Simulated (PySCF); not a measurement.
**CH$_{6}$FNSi$_{2}$, SMILES `F[SiH]1NC[SiH2]1`: what the electrons do**

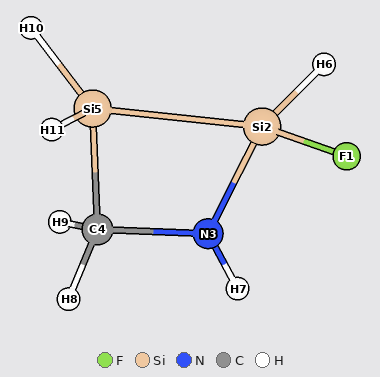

The molecule, with its atoms numbered as below. No frequency check shows the geometry to be a minimum.

Geometry (Å), atoms numbered from 1:

```
F1      -2.1113    0.3657   -0.5779
Si2     -0.8718    0.0972    0.4331
N3      -0.0175   -1.3193   -0.0131
C4       1.3980   -1.0099   -0.2043
Si5      1.2405    0.9069   -0.0300
H6      -1.5834    0.0596    1.7063
H7      -0.2859   -2.2896    0.0053
H8       1.7466   -1.3736   -1.1750
H9       2.0203   -1.4865    0.5607
H10      2.0834    1.4326    1.0491
H11      1.5930    1.6033   -1.2716
```

Part 1: Bonding charge

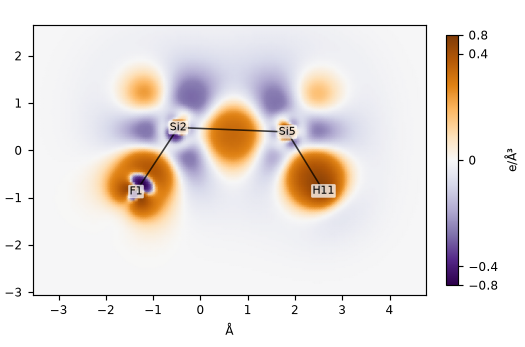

Deformation density (molecule less spherical, spin-averaged free atoms) in the plane of F1, Si2, Si5 and H11; colour scale in e/Å³, logarithmic beyond ±0.1; orange: gain, purple: loss.

PySCF calculation, BP86/def2-TZVP, gas phase; geometry: GFN2-xTB.

> How much density has each bond in this plane gained at its critical point, relative to the free atoms?

Si2–Si5: +0.24 e/Å³ at the bond critical point (bond length 2.31 Å, Mayer order 0.9). Si5–H11: +0.21 e/Å³ at the bond critical point (bond length 1.47 Å, Mayer order 0.9). F1–Si2: +0.06 e/Å³ at the bond critical point (bond length 1.62 Å, Mayer order 1.1); up to 0.6 Å beside the axis the gain reaches +0.31 e/Å³. In all, 2.5 electrons gather in the regions of gain relative to the promolecule. A small or negative value marks a very polar bond, one between electron-rich atoms, whose free-atom densities already overlap strongly, a long bond to a heavier atom, or a closed-shell contact such as a hydrogen bond.

> Where do the Hirshfeld charges lie?

The highest Hirshfeld charge is on Si2 (+0.33 e), the lowest on N3 (−0.22 e).

Part 2: Local ionisation energy

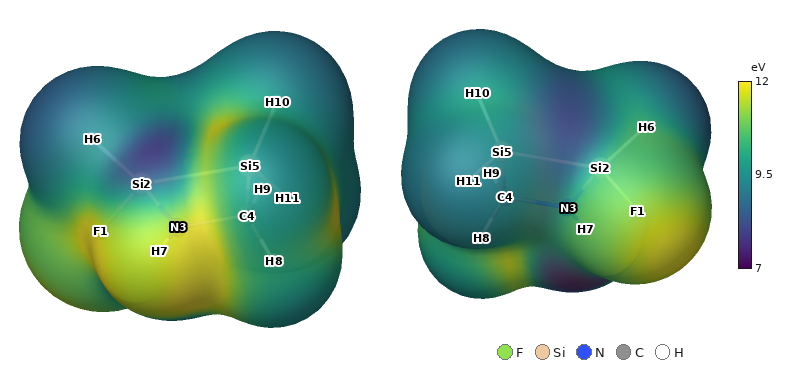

Average local ionisation energy on the surface of electron density 0.001 a.u. (back view left, front view right).

> Locate the minima of the map.

The lowest value is 7.5 eV, over N3, off the plane of its three bonds (2.0 Å). Further minima include 7.8 eV, over N3, off the plane of its three bonds (2.0 Å); 8.1 eV, off the Si2–Si5 bond (2.4 to 2.5 Å from its atoms); 8.6 eV, 1.5 Å from H6. For comparison, the highest occupied orbital lies at −5.9 eV.

> What volume does the surface enclose, and what is the dipole moment?

About 132 Å³; the dipole moment is 2.0 D.

Part 3: In an electric field

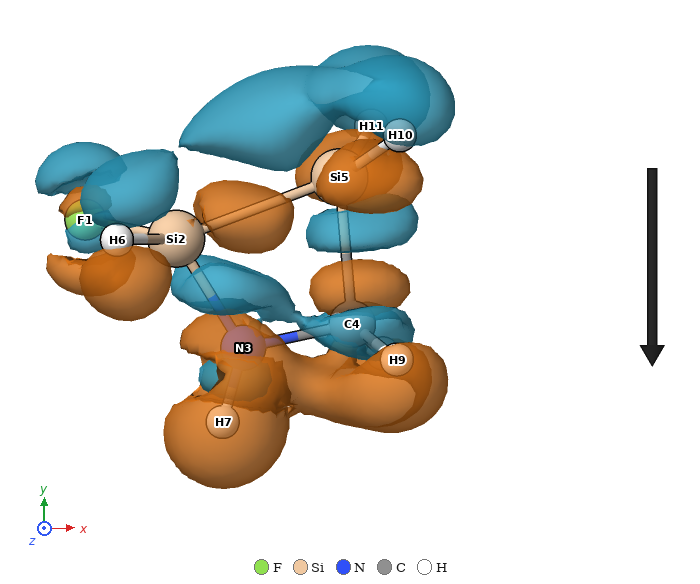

Change of the electron density in a uniform field of 0.26 V/Å along −y (arrow), surfaces at ±0.002 e/Å³ (light blue: gain, orange: loss).

Computed with PySCF, ωB97X/aug-cc-pVDZ, geometry: GFN2-xTB.

> How large is the response?

The induced dipole is 0.93 D (along the field); α along this axis, from the fields in both directions, is 73 bohr³ (10.8 Å³).

> Which atoms gain and lose the most charge?

Electrons gather most on Si5 (Hirshfeld charge changes by −0.016 e) and leave H7 most (+0.012 e); 0.083 electrons are displaced in all.

Part 4: Localised orbitals

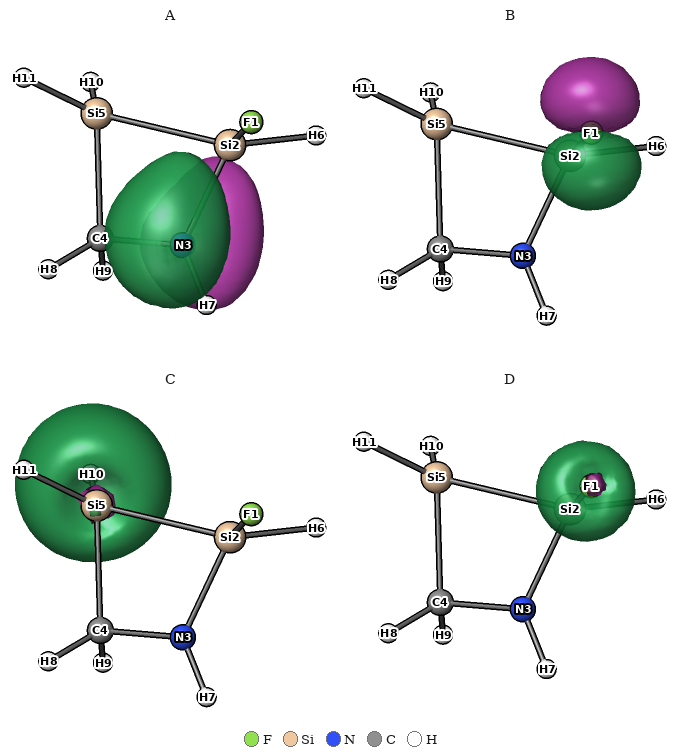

Pipek–Mezey orbitals, occupied; each surface holds about 85 % of the orbital's density. Energies are diagonal elements of the Fock matrix.

Computed with PySCF, M06-2X/def2-SVPD, geometry: GFN2-xTB.

> What does each orbital represent in a Lewis picture?

By panel:
- A: lone pair on N3, partly donated to Si2 (N3 88 %, Si2 8 %; −9.6 eV)
- B: lone pair on F1 (p-type) (F1 97 %; −13.9 eV)
- C: σ bond H10–Si5 (H10 54 %, Si5 46 %; −12.8 eV)
- D: pair mostly on F1, shared in part with Si2 (F1 82 %, Si2 17 %; −27.3 eV)

> Which has the smallest and which the largest spatial spread?

Smallest: D (0.64 Å); largest: A (1.08 Å).

The PySCF runs shown took 34 s, 69 s and 47 s on 1 thread of Arm Neoverse V2, on a shared host.
